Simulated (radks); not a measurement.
# Atomic calculation for Cr²⁺

System: Cr²⁺ (Z = 24, 22 electrons) in the configuration [Ar] 3d4.
Method: non-relativistic Kohn-Sham, r2SCAN, spin-unpolarised, spherical densities, point nucleus (the in-house radial solver radks).

**Input**
```
Z 24
configuration [Ar] 3d4
relativity non-relativistic
functional r2scan,r2scan
spin unpolarised
nucleus point
```

Energies in input and log are in hartree, lengths in bohr.

Hardware: 1 thread of Arm Neoverse N1, 45 GiB of memory available, shared host.

Launched within a batch (the task file carries these settings):
```bash
python <driver script> task.json out
```

**The program's output**
```
1s      1   2.0000        -215.98980579
2s      1   2.0000         -25.26689523
2p      1   6.0000         -21.53853402
3s      1   2.0000          -3.54167603
3p      1   6.0000          -2.48522108
3d      1   4.0000          -0.83535275
Etot -1043.3458917364235
Ekin 1042.4955402375865
Encl -2462.165660689163
Eh 424.2567467997677
Exc -47.93251808461471
err 1.2680852965879732e-06
it 12
```

**Slater integrals of the outer shells (hartree)**

| integral | value |
| --- | --- |
| F0(3d,3d) | 0.7625 |
| F2(3d,3d) | 0.3500 |
| F4(3d,3d) | 0.2172 |
| F0(3d,3p) | 0.8403 |
| F2(3d,3p) | 0.3949 |
| G1(3d,3p) | 0.4915 |
| G3(3d,3p) | 0.2962 |
| F0(3d,3s) | 0.8605 |
| G2(3d,3s) | 0.3714 |
| F0(3d,2p) | 1.0756 |
| F2(3d,2p) | 0.1876 |
| G1(3d,2p) | 0.1326 |
| G3(3d,2p) | 0.0751 |
| F0(3p,3p) | 0.9418 |
| F2(3p,3p) | 0.4728 |
| F0(3p,3s) | 0.9670 |
| G1(3p,3s) | 0.6429 |
| F0(3p,2p) | 1.2804 |
| F2(3p,2p) | 0.2473 |
| G0(3p,2p) | 0.0958 |

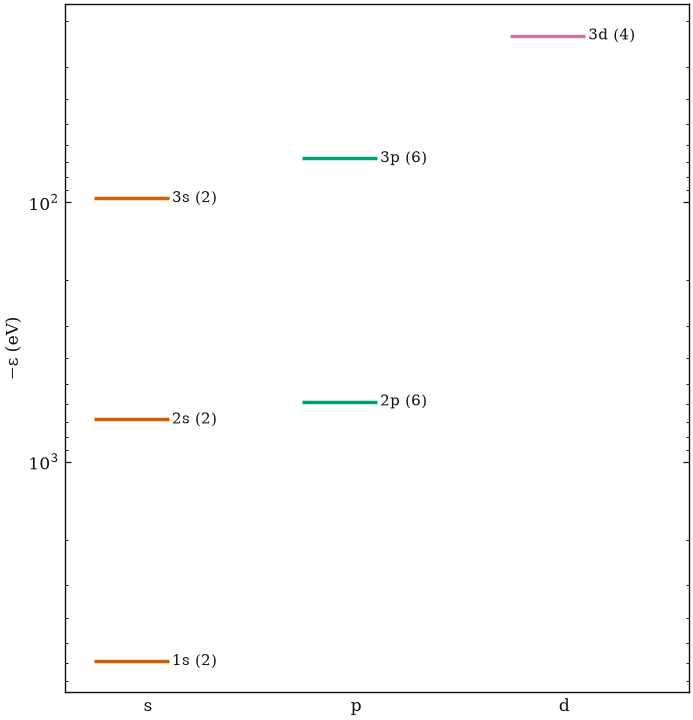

Figure 1. All occupied levels, on a logarithmic scale of binding energy, are drawn (occupations in brackets). The highest occupied level is 3d at −22.7 eV. The highest 5 occupied levels, from the top down, are 3d (−22.7 eV), 3p (−67.6 eV), 3s (−96.4 eV), 2p (−586.1 eV), 2s (−687.5 eV). The measured ionisation energy (NIST) is 31.0 eV; minus the highest level, 22.7 eV, lies 27 % below it, as is usual for a semilocal functional, whose potential decays too fast.

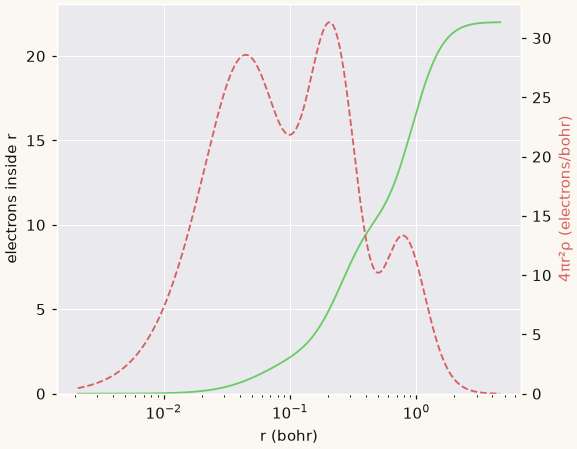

Figure 2. The number of electrons inside radius r (solid) and the radial density 4πr²ρ (dashed). The count levels off at 22 electrons. Half of them lie within 0.544 bohr, 90 % within 1.40 bohr and 99 % within 2.47 bohr. The radial density has minima at 0.0992 and 0.503 bohr, where the count stands at 2.1 and 10.6; these part the shells that the density resolves.

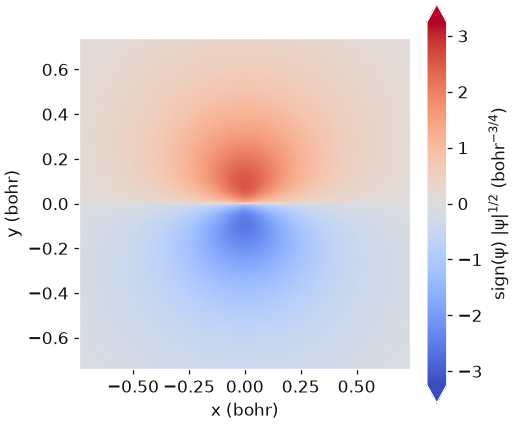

Figure 3. The 2p(y) orbital. In the xy plane through the nucleus, the colour gives the signed square root of ψ. The radial function comes from the spherical calculation and is multiplied by a real spherical harmonic; the overall sign is chosen so that the largest lobe of P(r) is positive. It has the nodal plane xz and no radial node. The maximum of P² lies at 0.199 bohr, ⟨r⟩ = 0.261 bohr, 90 % of the charge lies within 0.427 bohr, and the eigenvalue is −586.1 eV, with 6 electrons in the shell.

**Results in brief**

| quantity | value |
| --- | --- |
| outcome | converged |
| total energy | −1043.3459 hartree |
| kinetic energy | 1042.4955 hartree |
| electron–nucleus energy | −2462.1657 hartree |
| Hartree energy | 424.256747 hartree |
| exchange–correlation energy | −47.932518 hartree |
| radius at density 0.001 e/bohr³ | 3.11 bohr |
| SCF iterations | 12 |
